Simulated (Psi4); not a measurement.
**SiSe (SMILES [Si][Se]): B3LYP/cc-pVQZ (sweep point 5)**

Aim: the vertical electron affinity of SiSe at B3LYP/cc-pVQZ (sweep point 5), from 2 runs. 

The calculation is run with Psi4 1.11.

## 1. The system as given

SiSe has 2 atoms, charge 0, and is taken as a singlet. SMILES: `[Si][Se]`. Geometry: relaxed at PBE0-D4/def2-TZVP.

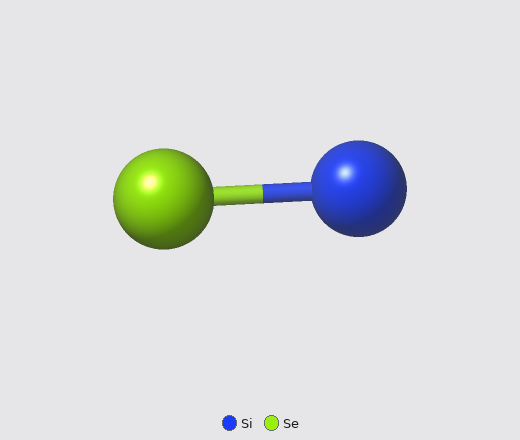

Viewed from a chosen angle; silicon blue, selenium green.

## 2. The energy at B3LYP/cc-pVQZ (sweep point 5)

Contents of sesi.inp:

```
memory 1.6 GB

molecule {
  0 1
  Si     0.000000     0.000000     0.031440
  Se     0.000000     0.000000     2.093090
  units angstrom
  symmetry c1
}

set {
  basis cc-pVQZ
  reference rks
  puream true
  scf_type pk
  dft_radial_points 99
  dft_spherical_points 590
}

energy_value, wavefunction = energy("b3lyp", return_wfn=True)
print_variables()
```

Started as:

```
$ psi4 -i sesi.inp -o sesi.out -n 1
```

sesi.out, cut to the lines that bear on the results:

```text
[...]
  Running in c1 symmetry.
[...]
  Nuclear repulsion =  122.178038114578129
[...]
  Multiplicity = 1
[...]
  Nalpha       = 24
  Nbeta        = 24
[...]
    Number of basis functions: 127
[...]
   @RKS iter   1: -2690.23281236094863   -1.77764e+00   1.77187e-02 DIIS/ADIIS
[...]
   @RKS iter  10: -2691.17356306432657   -6.98842e-08   4.31386e-07 DIIS
[...]
    Orbital Energies [Eh]
    ---------------------
    Doubly Occupied:
       1A   -453.893186     2A    -66.202036     3A    -58.076179
       4A    -52.128150     5A    -52.128150     6A    -52.127403
       7A     -7.811411     8A     -5.751470     9A     -5.751470
      10A     -5.750098    11A     -5.331648    12A     -3.692203
      13A     -3.692203    14A     -3.686583    15A     -2.105310
      16A     -2.105310    17A     -2.105005    18A     -2.104410
      19A     -2.104410    20A     -0.694185    21A     -0.440097
      22A     -0.279034    23A     -0.279034    24A     -0.278567
[...]
  @RKS Final Energy: -2691.17356306432657
   => Energetics <=
    Nuclear Repulsion Energy =            122.1780381145781291
    One-Electron Energy =               -3988.5018536726261118
    Two-Electron Energy =                1262.0565888338649074
    DFT Exchange-Correlation Energy =     -86.9063363401434543
    Empirical Dispersion Energy =           0.0000000000000000
    VV10 Nonlocal Energy =                  0.0000000000000000
    Total Energy =                      -2691.1735630643265722
[...]
 Multipole Moments:
 ------------------------------------------------------------------------------------
     Multipole            Electronic (a.u.)      Nuclear  (a.u.)        Total (a.u.)
 ------------------------------------------------------------------------------------
 L = 1.  Multiply by 2.5417464519 to convert [e a0] to [Debye]
 Dipole X            :          0.0000000            0.0000000            0.0000000
 Dipole Y            :         -0.0000000            0.0000000           -0.0000000
 Dipole Z            :          5.4827070           -6.0524846           -0.5697776
 Magnitude           :                                                    0.5697776
[...]
```

It took 71 s on 1 thread of Intel Xeon at 2.70GHz, shared host; peak memory 1.6 GiB.

## 3. The doublet anion

Contents of sesi.in:

```
memory 1600 MB

molecule mol {
  -1 2
  Si     0.000000     0.000000     0.031440
  Se     0.000000     0.000000     2.093090
  symmetry c1
}

set {
  basis cc-pVQZ
  reference uks
  puream true
  scf_type pk
  dft_radial_points 99
  dft_spherical_points 590
  maxiter 100
}

energy_value, wavefunction = energy("b3lyp", return_wfn=True)
```

Started as:

```
$ psi4 -i sesi.in -o sesi.out -n 1
```

sesi.out, cut to the lines that bear on the results:

```text
[...]
  Running in c1 symmetry.
[...]
  Nuclear repulsion =  122.178038114578129
[...]
  Multiplicity = 2
[...]
  Nalpha       = 25
  Nbeta        = 24
[...]
    Number of basis functions: 127
[...]
   @UKS iter   1: -2690.18709914341343   -1.73193e+00   1.79159e-02 DIIS/ADIIS
[...]
   @UKS iter  10: -2691.19289450434735   -1.10248e-07   3.10279e-07 DIIS
[...]
   @S^2 Observed:                7.548787683E-01
[...]
    Orbital Energies [Eh]
    ---------------------
    Alpha Occupied:
       1A   -453.665864     2A    -65.949950     3A    -57.849413
       4A    -51.901692     5A    -51.900917     6A    -51.900869
       7A     -7.585256     8A     -5.526472     9A     -5.525186
      10A     -5.523383    11A     -5.082395    12A     -3.444083
      13A     -3.441956    14A     -3.438881    15A     -1.880890
      16A     -1.880229    17A     -1.878448    18A     -1.877652
      19A     -1.877496    20A     -0.476490    21A     -0.223979
      22A     -0.073688    23A     -0.070049    24A     -0.064200
      25A      0.056914
    Alpha Virtual:
[...]
  @UKS Final Energy: -2691.19289450434735
   => Energetics <=
    Nuclear Repulsion Energy =            122.1780381145781291
    One-Electron Energy =               -3999.4964506459168661
    Two-Electron Energy =                1273.2190605292798864
    DFT Exchange-Correlation Energy =     -87.0935425022886136
    Empirical Dispersion Energy =           0.0000000000000000
    VV10 Nonlocal Energy =                  0.0000000000000000
    Total Energy =                      -2691.1928945043473504
[...]
 Multipole Moments:
 ------------------------------------------------------------------------------------
     Multipole            Electronic (a.u.)      Nuclear  (a.u.)        Total (a.u.)
 ------------------------------------------------------------------------------------
 L = 1.  Multiply by 2.5417464519 to convert [e a0] to [Debye]
 Dipole X            :          0.0000000            0.0000000            0.0000000
 Dipole Y            :          0.0000000            0.0000000            0.0000000
 Dipole Z            :          7.0960157           -6.0524846            1.0435311
 Magnitude           :                                                    1.0435311
[...]
```

It took 82 s on 1 thread of Intel Xeon at 2.70GHz, shared host; peak memory 1.6 GiB.

## 4. Outcome

At B3LYP/cc-pVQZ (sweep point 5):

```
                                         quantity           value
                       singlet SiSe: total energy  -2691.17356 Eh
                      singlet SiSe: dipole moment          1.45 D
                        singlet SiSe: HOMO energy        -7.58 eV
                        singlet SiSe: LUMO energy        -2.61 eV
                      singlet SiSe: HOMO–LUMO gap         4.97 eV
                      doublet anion: total energy  -2691.19289 Eh
doublet anion: HOMO energy (highest over α and β)         1.55 eV
 doublet anion: LUMO energy (lowest over α and β)         2.94 eV
                              doublet anion: ⟨S²⟩           0.755
vertical electron affinity (to the doublet anion)        0.526 eV
```

What this shows: At fixed nuclei the extra electron is bound by 0.53 eV (12.1 kcal/mol). The basis has no diffuse functions, so the error can be as large as this value. The HOMO (doublet anion) lies at positive energy, 1.55 eV; only total energies tell whether the electron is bound.
